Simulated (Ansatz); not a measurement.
**What a change does: single-point calculation on CH$_{5}$BSi**

System: CH$_{5}$BSi, SMILES B=C[SiH3].
Method of run A: RKS wB97X-V/def2-TZVPP (Ansatz 0.2.0).

The geometry: displaced from a GFN2-xTB structure. Text and figures count atoms from 1; the logs count them from 0 in places.

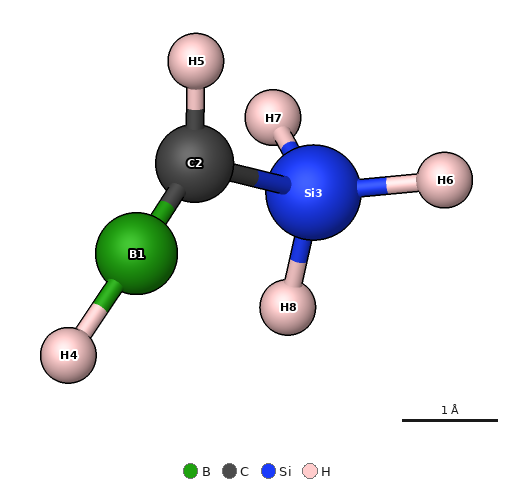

**Figure 1.** The structure (ball-and-stick view, seen at a tilt; atoms are numbered from 1 in the order of the input). Bond lengths as drawn: B–C 1.38 Å, B–H 1.39 Å, C–H 1.14 Å, C–Si 2.01 Å and H–Si 1.31 to 1.43 Å.

Input file, run A:
```yaml
crystal:
  periodic: [false, false, false]
  atoms:
    - {symbol: B, position_ang: [-1.370300, 0.537400, -1.158400]}
    - {symbol: C, position_ang: [-0.102700, 0.638700, -0.629600]}
    - {symbol: Si, position_ang: [0.693200, -0.448200, 0.858000]}
    - {symbol: H, position_ang: [-2.574600, 0.137700, -1.731300]}
    - {symbol: H, position_ang: [0.506400, 1.567900, -0.867200]}
    - {symbol: H, position_ang: [0.663900, 0.199600, 2.129500]}
    - {symbol: H, position_ang: [1.877100, -0.800800, 0.428700]}
    - {symbol: H, position_ang: [0.084100, -1.661100, 0.895500]}
basis:
  gaussian: {orbitals: def2-TZVPP}
hamiltonian: {xc: {name: wB97X-V}}
output: {forces: true}
```

Hardware: 4 CPU threads, shared host.

Output (run A):
```
Functional definition: wB97X-V
  parameter omega = 0.3/bohr
  parameter cx = 0.167
  parameter cx1 = 0.603
  parameter cx2 = 1.194
  parameter css0 = 0.556
  parameter css1 = -0.257
  parameter cos0 = 1.219
  parameter cos1 = -1.850
  parameter b = 6.0
  parameter c = 0.01
  exchange = spin_sum(e_x_unif_sr(omega)*poly(b97_u_x, 1 - cx, cx1, cx2)) + cx*exact_x_sr(omega) + exact_x_lr(omega)
  correlation = spin_sum(e_c_pw_same_spin*poly(b97_u_same, css0, css1))
      + integral(e_c_pw_opposite_spin*poly(b97_u_opposite, cos0, cos1)) + vv10(b, c)
935 factors; their error is unknown
242 factors; integrals over basis functions are off by at most 1.5e-5 eV
mean field evaluation 1: about -9664.0268 eV, gradient 4.2e1 eV
mean field evaluation 2: about -9664.5343 eV, gradient 3.8e1 eV
mean field evaluation 4: about -9668.2964 eV, gradient 1.4e0 eV
mean field evaluation 8: about -9668.3099 eV, gradient 3.6e-2 eV
mean field evaluation 16: about -9668.3107 eV, gradient 5.4e-5 eV
mean field -9668.31067697 eV, -355.3038639624 hartree, gradient 5.4e-5 eV, S^2 0.000000; 0 other end points of the search recorded, 0 dependent functions left out
the calculation of the forces begins
reference -9668.31067474 eV, -355.3038638804 hartree; 15, 15 occupied and 159, 159 virtual orbitals, 935 factors
Total energy: -9668.31067474 eV, -355.3038638804 hartree
Atom 0 at    -1.370300     0.537400    -1.158400 Å, force    -2.617025    -1.743247    -1.202616 eV/Å
Atom 1 at    -0.102700     0.638700    -0.629600 Å, force     1.153736     0.760384     1.356708 eV/Å
Atom 2 at     0.693200    -0.448200     0.858000 Å, force    -3.678354     3.619194    -1.799745 eV/Å
Atom 3 at    -2.574600     0.137700    -1.731300 Å, force     2.954992     1.253025     1.408843 eV/Å
Atom 4 at     0.506400     1.567900    -0.867200 Å, force    -0.641810    -1.165963     0.212651 eV/Å
Atom 5 at     0.663900     0.199600     2.129500 Å, force     0.049433     0.607259     0.926652 eV/Å
Atom 6 at     1.877100    -0.800800     0.428700 Å, force     4.600052    -0.778174    -1.251812 eV/Å
Atom 7 at     0.084100    -1.661100     0.895500 Å, force    -1.821025    -2.552478     0.349318 eV/Å
Dipole moment:    -0.075020     0.063654     0.007540 e Å
```

Run B used a changed input.

The two runs side by side:

```tsv
quantity	run A	run B
outcome	converged	converged
total energy (hartree)	−355.303864	−354.761500
dipole moment (D)	0.47	0.37
largest force (eV/Å)	5.465	5.270
basis functions	174	174
wall time (shared host)	2.7 s	39 s
```

Which change of the input explains these differences?

The change (lines with − go, lines with + come):
```diff
-hamiltonian: {xc: {name: wB97X-V}}
+correlation: {method: ccsd_t}
```

The total energies belong to different methods, so their difference says nothing on which is more stable or more accurate. The largest force goes from 5.465 to 5.270 eV/Å. The dipole moment goes from 0.47 to 0.37 D.

Output (run B):
```
Functional definition: HF
  exchange = exact_x
  correlation = 0
999 factors; integrals over basis functions are off by at most 1.2e-3 eV
mean field evaluation 1: about -9638.1958 eV, gradient 3.2e1 eV
mean field evaluation 2: about -9638.1989 eV, gradient 3.2e1 eV
mean field evaluation 4: about -9641.3597 eV, gradient 3.6e0 eV
mean field evaluation 8: about -9641.4435 eV, gradient 1.6e-1 eV
mean field evaluation 16: about -9641.4323 eV, gradient 9.4e-1 eV
mean field -9641.44375190 eV, -354.3165226769 hartree, gradient 5.0e-6 eV, S^2 0.000000; 0 other end points of the search recorded, 0 dependent functions left out
7 core orbitals not correlated: weight in the atoms' cores, before any rotation towards them, 1.000 or more for the frozen orbitals, at most 0.000 for the correlated occupied ones
reference -9641.44375190 eV, -354.3165226769 hartree; 8, 8 occupied and 159, 159 virtual orbitals, 999 factors
second order -10.49697302 eV of doubles, -0.00000000 eV of singles
cycle   1  -11.16535007 eV  change   -6.7e-1 eV  update   8.5e-2
cycle   2  -11.53946061 eV  change   -3.7e-1 eV  update   2.8e-2
cycle   3  -11.61328531 eV  change   -7.4e-2 eV  update   1.4e-2
cycle   4  -11.60806025 eV  change    5.2e-3 eV  update   3.8e-3
cycle   5  -11.60767927 eV  change    3.8e-4 eV  update   1.6e-3
cycle   6  -11.60746296 eV  change    2.2e-4 eV  update   4.8e-4
cycle   7  -11.60738639 eV  change    7.7e-5 eV  update   1.9e-4
cycle   8  -11.60741071 eV  change   -2.4e-5 eV  update   1.0e-4
cycle   9  -11.60740328 eV  change    7.4e-6 eV  update   4.8e-5
cycle  10  -11.60737614 eV  change    2.7e-5 eV  update   2.4e-5
cycle  11  -11.60738585 eV  change   -9.7e-6 eV  update   1.2e-5
cycle  12  -11.60739064 eV  change   -4.8e-6 eV  update   4.9e-6
perturbative correction -0.50107189 eV, -0.0184140524 hartree
the calculation of the forces begins
Total energy: -9653.55221443 eV, -354.7615004677 hartree
Atom 0 at    -1.370300     0.537400    -1.158400 Å, force    -3.150398    -1.690282    -1.357692 eV/Å
Atom 1 at    -0.102700     0.638700    -0.629600 Å, force     1.675426     0.806565     1.413408 eV/Å
Atom 2 at     0.693200    -0.448200     0.858000 Å, force    -3.592809     3.491127    -1.634874 eV/Å
Atom 3 at    -2.574600     0.137700    -1.731300 Å, force     2.908241     1.192513     1.369669 eV/Å
Atom 4 at     0.506400     1.567900    -0.867200 Å, force    -0.623474    -1.157393     0.245928 eV/Å
Atom 5 at     0.663900     0.199600     2.129500 Å, force     0.050822     0.577257     0.860224 eV/Å
Atom 6 at     1.877100    -0.800800     0.428700 Å, force     4.536254    -0.738980    -1.238657 eV/Å
Atom 7 at     0.084100    -1.661100     0.895500 Å, force    -1.804061    -2.480807     0.341994 eV/Å
Dipole moment:    -0.042458     0.058184     0.026826 e Å
```
